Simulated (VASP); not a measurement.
Band structure of KBr (space group Fm-3m). Method: PBE GGA, VASP's PBE PAW potentials (set 64) (plane waves; VASP 6.6.1).

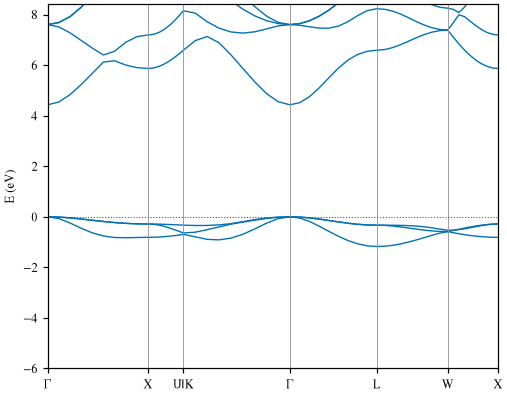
Bands along high-symmetry lines, zero at the valence-band maximum or, without a gap, the Fermi level

Question: Read the plot: is there a gap, and where are the band edges?

Answer: The gap is direct, 4.43 eV, from the valence maximum at Γ to the conduction minimum at Γ.

The structure is a typed KBr crystal (Fm-3m). The cell was not relaxed at this level.
